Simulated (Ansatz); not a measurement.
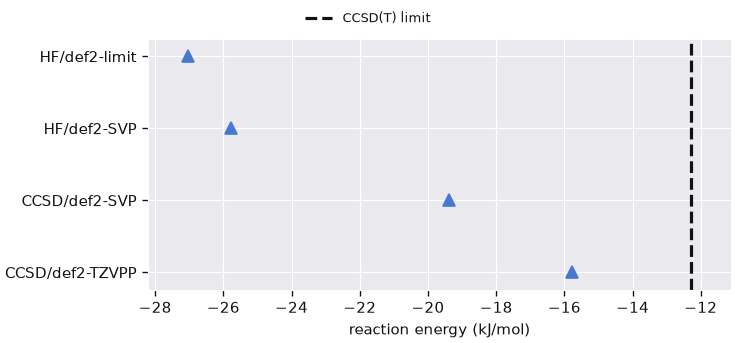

Electronic reaction energy of GaHSeCl₂ ([Cl][Ga]([Cl])[SeH]) + HBr (Br) → GaBrCl₂ ([Cl][Ga]([Cl])[Br]) + H₂Se ([SeH2]) (SMILES in brackets) at several levels (functionals in def2-TZVPP unless a basis is named), isolated molecules at PBE0-D4 triple-zeta geometries, minima by their frequencies, no zero-point or thermal terms, the Ansatz code 0.2.0. The line is frozen-core CCSD(T) at the basis limit (MP2 extrapolated from triple and quadruple zeta, plus CCSD(T) less MP2 in a smaller set). The distance of HF/def2-SVP, CCSD/def2-SVP and CCSD/def2-TZVPP to the limit includes basis error.

What range do the values span, the line included?

Answer. From −27.0 kJ/mol (HF/def2-limit) to −12.3 kJ/mol (CCSD(T) limit).

Give the values.

Answer.
| level | kJ/mol | less CCSD(T) limit |
| --- | --- | --- |
| HF/def2-limit | −27.0 | −14.7 |
| HF/def2-SVP | −25.8 | −13.5 |
| CCSD/def2-SVP | −19.4 | −7.1 |
| CCSD/def2-TZVPP | −15.8 | −3.5 |
| CCSD(T) limit | −12.3 | 0.0 |

Note: no scalar relativity up to krypton; outer-core shells are correlated without core-valence functions, which makes the correlated values less sure.
